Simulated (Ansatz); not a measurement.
```xyz
12

C    -1.1866   -1.7510    2.1125
C    -2.2450   -1.8336    1.3031
C    -2.4121   -1.0312    0.0455
B    -1.6416   -2.3606   -1.8345
F    -0.3726   -2.0117   -1.6396
F    -1.9121   -3.1957   -2.8247
O    -2.6438   -1.8844   -1.0805
H    -1.1185   -2.3446    3.0282
H    -0.3473   -1.0828    1.8921
H    -3.0695   -2.5178    1.5379
H    -1.5328   -0.3893   -0.1265
H    -3.3015   -0.3841    0.1205
```

Geometry: B3LYP/def2-SVP.

These are results of isolated molecule in a Gaussian basis; Kohn-Sham density functional theory, functional PBE0 (Ansatz), not measurements.

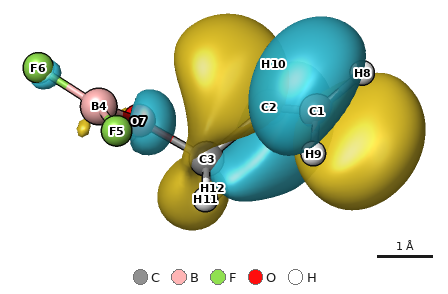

C3H5BF2O (SMILES C=CCOB(F)F). The LUMO at ±0.08 Å⁻³ᐟ² (yellow and cyan are the two phases), seen from one side.

> What is the character of this orbital?

It lies mainly on C1 (about 35 %), C2 (about 30 %) and C3 (about 5 %); π-antibonding (π*) across C1–C2. Its energy is −0.45 eV.
